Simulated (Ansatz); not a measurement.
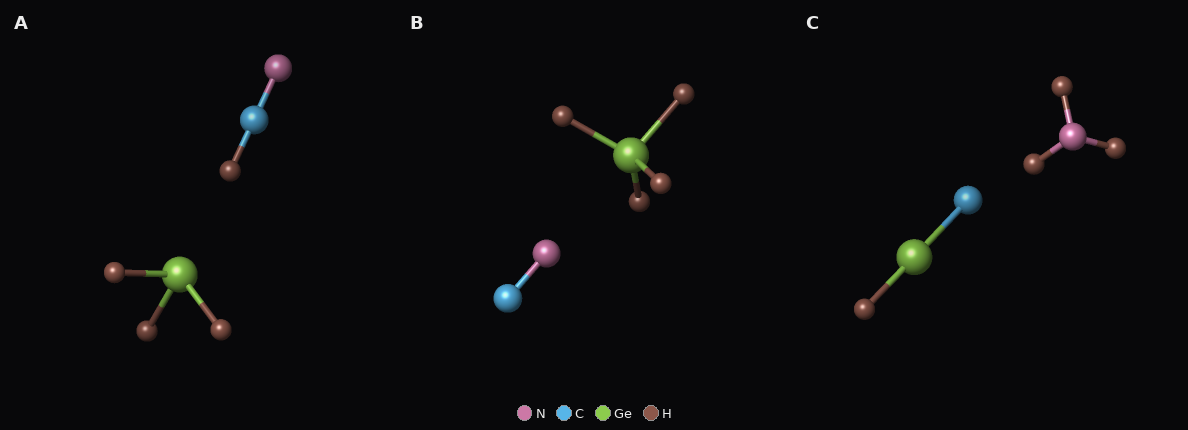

3 stationary structures of one formula. Charge −1, singlet. Geometries: PBE-D4/def2-SVPD. Electronic energies: PBE-D4/def2-SVPD (Ansatz 0.2.0), without zero-point energy. No frequency run is at hand to confirm each as a minimum. Each is one conformer, not always the lowest.

**Which structure is the most stable?**

A is lowest; B lies 0.125 eV above it (C3v), C lies 3.021 eV above it (Cs).
